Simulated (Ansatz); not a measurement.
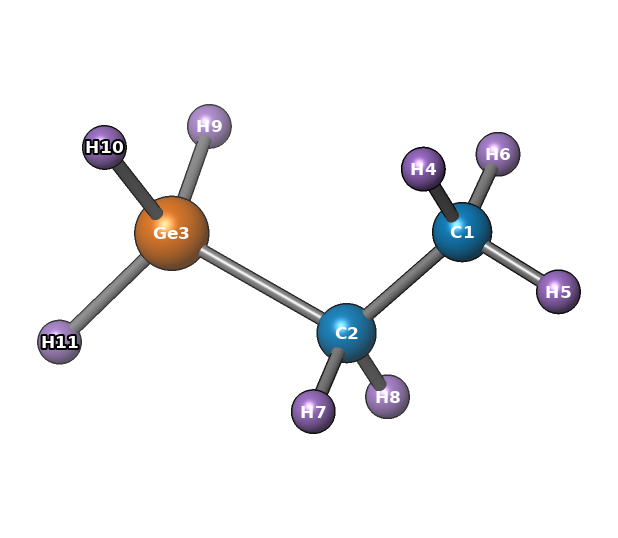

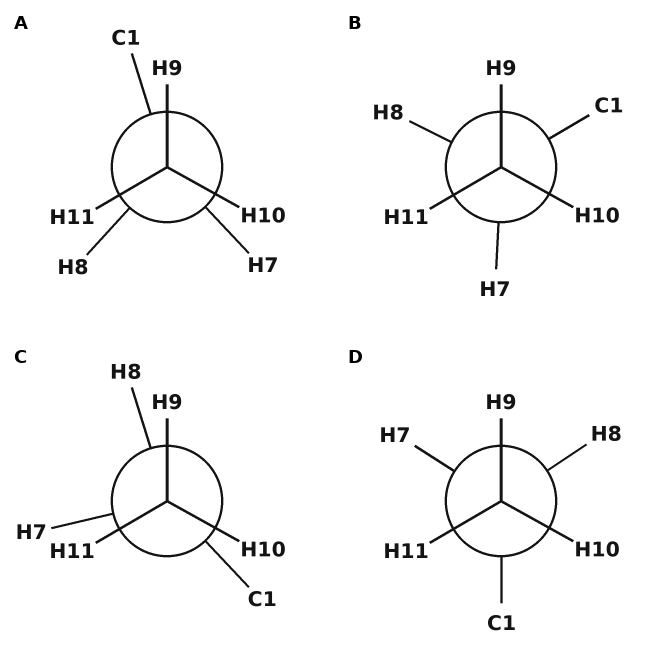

Depth is shown by fading: the farther an atom, the more it takes the colour of the background. Bonds that would overlap in a projection are set slightly apart. The geometry was computed by an optimisation with PBE-D4/def2-SVP. No frequency run is at hand to confirm it as a minimum.

**Which Newman projection shows the view along Ge3–C2, with Ge3 in front?**

B. The torsion angle H9–Ge3–C2–C1 is 60°, synclinal (gauche).
